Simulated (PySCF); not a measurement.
# GeO (SMILES [O]=[Ge]) at B2PLYP/STO-3G

Aim: the vertical ionisation energy of GeO at B2PLYP/STO-3G, from 2 runs. Input form: a Python script.

The results are computed with PySCF 2.14.0.

13 further runs of the same task are left out: 6 that didn't finish, 7 set aside as unsound or not needed.

**1. The system as given**

GeO: 2 atoms, total charge 0, spin state singlet. As SMILES, `[O]=[Ge]`. The shape comes from GFN2-xTB, which is rough for such elements, and wasn't checked as a minimum.

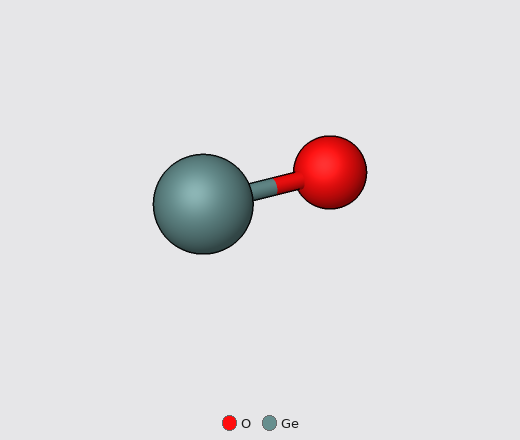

The structure, seen from a chosen angle (oxygen red, germanium teal).

**2. The energy at B2PLYP/STO-3G**

Contents of run.py:

```python
from pyscf import gto, dft, mp

molecule = gto.Mole()
molecule.atom = '''
O      0.000000     0.000000     0.000000
Ge     0.000000     0.000000     2.979134
'''
molecule.verbose = 3
molecule.unit = 'bohr'
molecule.max_memory = 1860
molecule.basis = 'sto-3g'
molecule.spin = 0
molecule.build()

mf = dft.RKS(molecule)
mf.xc = '0.53*HF + 0.47*B88, 0.73*LYP'
mf.conv_tol = 1e-10
mf.grids.level = 5
mf.kernel()
if not mf.converged:
    mf = mf.newton().run(mf.mo_coeff, mf.mo_occ)

pt = mp.MP2(mf, frozen=10).run()
etot = mf.e_tot + 0.27 * pt.e_corr
print('PT2 part  %.8f' % (0.27 * pt.e_corr))
print('E(%s) = %.9f' % ('B2PLYP', etot))
```

On the command line:

```console
OMP_NUM_THREADS=1 python run.py
```

The program printed:

```text
converged SCF energy = -2126.75918354572
E(RMP2) = -2126.98590686983  E_corr = -0.226723324104192
E(SCS-RMP2) = -2126.97673331956  E_corr = -0.21754977384197
PT2 part  -0.06121530
E(B2PLYP) = -2126.820398843
```

Run time: 1.7 s. Hardware: 1 thread of Intel Xeon Platinum 8488C (Sapphire Rapids), shared host; peak memory 0.19 GiB.

**3. The doublet cation**

Contents of run.py:

```python
from pyscf import gto, dft, mp

molecule = gto.M(
    atom='''
O      0.000000     0.000000     0.000000
Ge     0.000000     0.000000     2.979134
''',
    spin=1,
    charge=1,
    basis='sto-3g',
    verbose=4,
    unit='bohr',
    max_memory=1860,
)

ks = dft.UKS(molecule, xc='0.53*HF + 0.47*B88, 0.73*LYP')
ks.grids.level = 5
ks.conv_tol = 1e-10
ks.kernel()
if not ks.converged:
    ks = ks.newton().run(ks.mo_coeff, ks.mo_occ)

pt = mp.MP2(ks, frozen=10).run()
e_tot = ks.e_tot + 0.27 * pt.e_corr
print('PT2 part  %.8f' % (0.27 * pt.e_corr))
print(f'total energy: {e_tot:.8f} hartree')
```

On the command line:

```console
OMP_NUM_THREADS=1 python run.py
```

The program printed:

```text
PySCF version 2.14.0

[INPUT] num. atoms = 2
[INPUT] num. electrons = 39
[INPUT] charge = 1
[INPUT] spin (= nelec alpha-beta = 2S) = 1
[INPUT] symmetry False subgroup None
[INPUT] Mole.unit = bohr
[INPUT] Symbol           X                Y                Z      unit          X                Y                Z       unit  Magmom
[INPUT]  1 O      0.000000000000   0.000000000000   0.000000000000 AA    0.000000000000   0.000000000000   0.000000000000 Bohr   0.0
[INPUT]  2 Ge     0.000000000000   0.000000000000   1.576489821077 AA    0.000000000000   0.000000000000   2.979134000000 Bohr   0.0

nuclear repulsion = 85.9310121666229
number of shells = 11
number of NR pGTOs = 69
number of NR cGTOs = 23
basis = sto-3g
ecp = {}

******** <class 'pyscf.dft.uks.UKS'> ********
method = UKS
initial guess = minao
damping factor = 0
level_shift factor = 0
DIIS = <class 'pyscf.scf.diis.CDIIS'>
diis_start_cycle = 1
diis_space = 8
diis_damp = 0
SCF conv_tol = 1e-10
SCF conv_tol_grad = None
SCF max_cycles = 50
direct_scf = True
direct_scf_tol = 1e-13
number electrons alpha = 20  beta = 19
XC library pyscf.dft.libxc version 7.0.0
    S. Lehtola, C. Steigemann, M. J.T. Oliveira, and M. A.L. Marques.,  SoftwareX 7, 1–5 (2018)
XC functionals = 0.53*HF + 0.47*B88, 0.73*LYP
    A. D. Becke.,  Phys. Rev. A 38, 3098 (1988)
    C. Lee, W. Yang, and R. G. Parr.,  Phys. Rev. B 37, 785 (1988)
    B. Miehlich, A. Savin, H. Stoll, and H. Preuss.,  Chem. Phys. Lett. 157, 200 (1989)
radial grids:
    Treutler-Ahlrichs [JCP 102, 346 (1995); DOI:10.1063/1.469408] (M4) radial grids

becke partition: Becke, JCP 88, 2547 (1988); DOI:10.1063/1.454033
pruning grids: <function nwchem_prune>
grids dens level: 5
symmetrized grids: False
atomic radii adjust function: <function treutler_atomic_radii_adjust>
small_rho_cutoff = 0
Set gradient conv threshold to 1e-05
tot grids = 87720
init E= -2124.29007777477
[... the frontier-level lines of each cycle are left out ...]


cycle= 1 E= -2126.36118712899  delta_E= -2.07  |g|= 0.363  |ddm|= 1.53
cycle= 2 E= -2125.59740432112  delta_E= 0.764  |g|= 1.26  |ddm|= 1.58
cycle= 3 E= -2126.46780509154  delta_E= -0.87  |g|= 0.117  |ddm|= 1.05
cycle= 4 E= -2126.47805094888  delta_E= -0.0102  |g|= 0.0153  |ddm|= 0.152
cycle= 5 E= -2126.4789832886  delta_E= -0.000932  |g|= 0.0106  |ddm|= 0.0675
cycle= 6 E= -2126.47968682957  delta_E= -0.000704  |g|= 0.00586  |ddm|= 0.0757
cycle= 7 E= -2126.48003937864  delta_E= -0.000353  |g|= 0.00282  |ddm|= 0.0848
cycle= 8 E= -2126.48007210021  delta_E= -3.27e-05  |g|= 0.00123  |ddm|= 0.0183
cycle= 9 E= -2126.480079315  delta_E= -7.21e-06  |g|= 0.000677  |ddm|= 0.0123
cycle= 10 E= -2126.48008019139  delta_E= -8.76e-07  |g|= 0.000171  |ddm|= 0.00249
cycle= 11 E= -2126.48008031002  delta_E= -1.19e-07  |g|= 3.29e-05  |ddm|= 0.00162
cycle= 12 E= -2126.48008031831  delta_E= -8.29e-09  |g|= 8.02e-06  |ddm|= 0.000558
cycle= 13 E= -2126.48008031866  delta_E= -3.46e-10  |g|= 9.2e-07  |ddm|= 9.77e-05
cycle= 14 E= -2126.48008031866  delta_E= 3.18e-12  |g|= 2.25e-07  |ddm|= 7.14e-06
Extra cycle  E= -2126.48008031866  delta_E= -3.64e-12  |g|= 4.49e-07  |ddm|= 8.09e-07
converged SCF energy = -2126.48008031866  <S^2> = 0.77603239  2S+1 = 2.0258651

******** <class 'pyscf.mp.ump2.UMP2'> ********
nocc = (np.int64(10), np.int64(9)), nmo = (13, 13)
frozen orbitals 10
E(UMP2) = -2126.66658278655  E_corr = -0.186502467894483
E(SCS-UMP2) = -2126.65518370574  E_corr = -0.175103387076458
E_corr(same-spin) = -0.0561918166118325
E_corr(oppo-spin) = -0.13031065128265
PT2 part  -0.05035567
total energy: -2126.53043598 hartree
```

It took 3.3 s on 1 thread of Intel Xeon Platinum 8488C (Sapphire Rapids), shared host; peak memory 0.2 GiB.

**4. Summary of results**

At B2PLYP/STO-3G, 10 core orbitals frozen:

| quantity | value |
| --- | --- |
| singlet GeO: total energy | -2126.82040 Eh |
| singlet GeO: dipole moment (SCF part) | 1.02 D |
| singlet GeO: HOMO energy (SCF part's orbitals) | -5.66 eV |
| singlet GeO: LUMO energy (SCF part's orbitals) | 3.90 eV |
| singlet GeO: HOMO–LUMO gap (SCF part's orbitals) | 9.56 eV |
| doublet cation: total energy | -2126.53044 Eh |
| doublet cation: HOMO energy (SCF part's orbitals) (highest over α and β) | -16.63 eV |
| doublet cation: LUMO energy (SCF part's orbitals) (lowest over α and β) | -9.25 eV |
| doublet cation: ⟨S²⟩ | 0.776 |
| vertical ionisation energy (to the doublet cation) | 7.890 eV |

In words: The vertical ionisation energy comes to 7.89 eV (182 kcal/mol). The negative HOMO energy of the first species, 5.66 eV, lies 2.23 eV below that difference. In a minimal basis such a difference can be off by several eV, whatever the method.
